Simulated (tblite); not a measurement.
**C5H9OPSi: frequency calculation**

C5H9OPSi, SMILES Cc1coc([SiH2]P)c1, computed with GFN2-xTB harmonic vibrations, gas phase (tblite 0.8.0).

It belongs to a series of runs on one base structure; here: constitutional isomer.

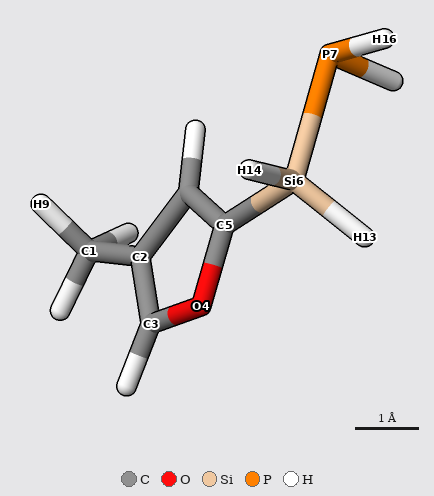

Fig. 1: The structure (stick view, seen at a tilt; atoms are numbered from 1 in the order of the input). Bond lengths as drawn: C–C 1.37 to 1.49 Å, C–H 1.07 to 1.09 Å, C–O 1.34 to 1.36 Å, C–Si 1.87 Å, H–P 1.38 Å, H–Si 1.47 Å and P–Si 2.24 Å.

Input:
```
{"job": {"kind": "ir", "xc": "GFN2-xTB", "basis": "xTB"}, "charge": 0, "multiplicity": 1}
C     -3.040695     0.314520     0.393690
C     -1.675572    -0.247941     0.206217
C     -1.333589    -1.460983    -0.318505
O     -0.001607    -1.626392    -0.331676
C      0.551956    -0.504950     0.190865
Si     2.413782    -0.441029     0.335352
P      2.901254     1.651120     0.978777
C     -0.443248     0.370167     0.535626
H     -3.226607     0.515179     1.448059
H     -3.791149    -0.383040     0.031044
H     -3.140452     1.253673    -0.148841
H     -1.933258    -2.262663    -0.704143
H      3.018173    -0.838371    -0.942729
H      2.892679    -1.347438     1.386453
H      2.836859     2.205682    -0.287435
H      4.269102     1.474452     0.894610
H     -0.304625     1.340045     0.972189
```

The first line tells a small driver script what to run in tblite; the rest is the geometry in Å.

Command:
```bash
OMP_NUM_THREADS=1 python <driver script> task.json out
```

Output:
```
mode    cm-1     km/mol
  1      31.2      1.30
  2      65.2      0.40
  3      75.9      0.06
  4      94.8      9.13
  5     122.2      0.56
  6     193.6      3.12
  7     283.3      0.28
  8     323.6      0.48
  9     416.0     53.29
 10     429.5     25.23
 11     499.4     11.61
 12     540.1     18.15
 13     595.2      1.70
 14     621.3     10.84
 15     643.1    344.21
 16     675.8      3.12
 17     690.7      6.19
 18     719.1    179.12
 19     761.2     10.89
 20     786.0    238.98
 21     836.4      1.96
 22     927.9     11.70
 23     995.6      5.84
 24    1010.6      2.17
 25    1041.0      6.34
 26    1086.1     40.68
 27    1117.9      5.40
 28    1145.9     16.01
 29    1209.2     16.20
 30    1233.5     89.07
 31    1374.1      4.54
 32    1404.3      3.49
 33    1477.3      5.60
 34    1478.3     32.59
 35    1483.9     13.98
 36    1605.8      0.50
 37    2201.5    304.64
 38    2213.8    145.34
 39    2305.1    109.51
 40    2392.0    150.38
 41    3008.4     24.22
 42    3020.8     23.19
 43    3047.6     28.84
 44    3158.7     19.34
 45    3161.4      9.66
```

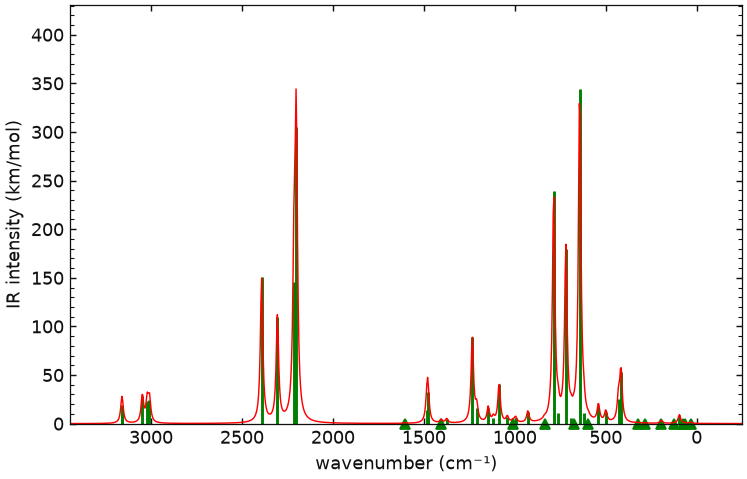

Fig. 2: Harmonic infrared spectrum, unscaled: sticks (degenerate modes added up, dark ones marked on the axis) with a Lorentzian envelope of 16 cm⁻¹ full width, scaled to the tallest stick. 45 modes from 31 to 3161 cm⁻¹, none imaginary. The strongest line is at 643 cm⁻¹ (344 km/mol).

Key numbers:

| quantity | value |
| --- | --- |
| outcome | converged |
| total energy | −642.0400 eV |
| zero-point energy | 75.0590 kcal/mol |
| hardware | 1 CPU thread, shared host |
| wall time | 0.72 s |
| peak memory | 0.18 GiB |
